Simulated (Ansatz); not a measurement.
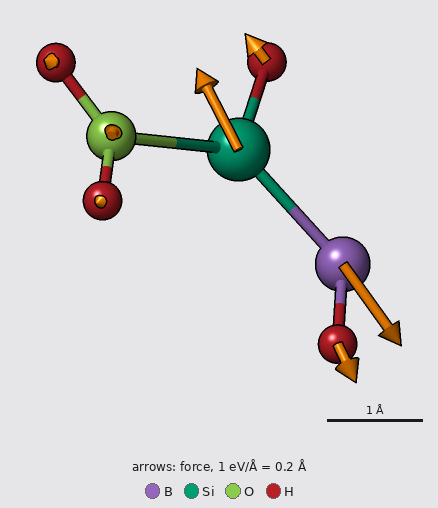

Starting geometry of BSiH4O (multiplicity 2) with the computed forces as orange arrows. The picture is a ball-and-stick view, seen from a free direction.

It is one of the separated reactants of a reaction.

Computed with UKS PBE-D4/def2-SVP in Ansatz. Settings: force threshold 0.03 eV/Å; at most 250 steps.

Question: What follows when this structure is relaxed?

Answer: It isn't relaxed: the largest force vector, on the B atom, is 5.36 eV/Å. The final displacements have little in common with the starting forces (cosine between the two patterns 0.06). Over 28 accepted moves (34 points after the start) the energy falls by 261.7 kJ/mol. The largest force component goes from 3.9 to 0.015 eV/Å. The line search rejected the trial steps at points 8, 13, 17, 19, 22, 26 of the run. The forces were under the threshold at step 16, but the run went on from there. An H atom moves most after the best rigid fit: 1.41 Å. Largest moves by element: H 1.41 Å, Si 0.79 Å, B 0.54 Å, O 0.42 Å. Among the contacts that change: O–Si 1.897 → 2.187 Å, B–Si 1.638 → 1.886 Å, B–H 1.150 → 1.209 Å, H–Si 1.480 → 1.516 Å. Bond angles that change, for instance: Si–B–H 116.4° → 159.2°, O–Si–H 128.9° → 89.4°, B–Si–O 126.4° → 97.3°. The run took 57 s on 2 threads of Arm Neoverse V1, on a shared host.
